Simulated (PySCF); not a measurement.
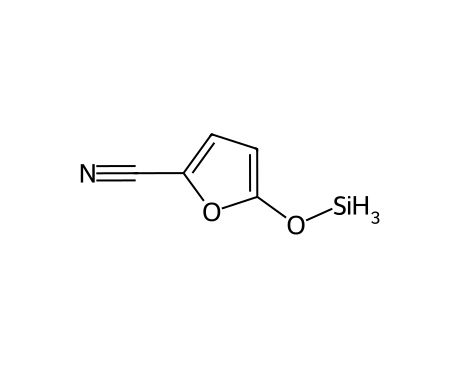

The drawing above gives the connectivity. Computed geometry: GFN2-xTB optimisation. No frequency run is at hand to confirm it as a minimum.

What does the molecule look like in three dimensions?

Formula C5H5NO2Si. Its SMILES string is `N#Cc1ccc(O[SiH3])o1`. Independent rings (smallest set): 1 of 5 members, 1 of them aromatic. Among its groups: nitrile, Si–H bond, Si–O bond. This geometry has Cs symmetry. Coordination: 1 C linear; 4 C trigonal planar; 2 O bent; 1 Si tetrahedral.

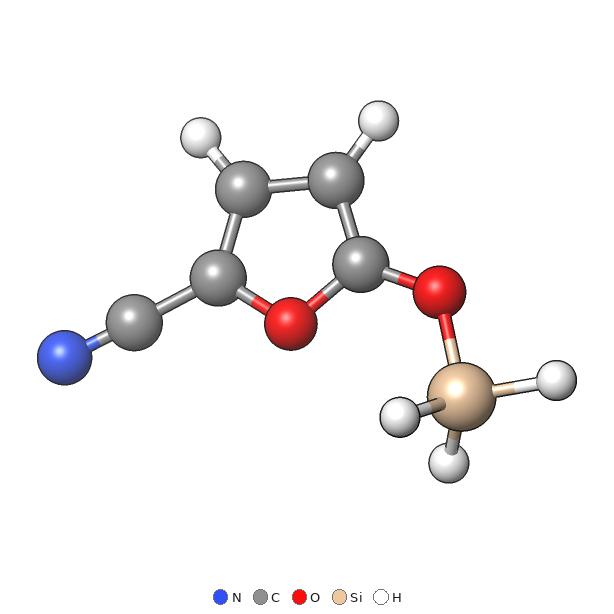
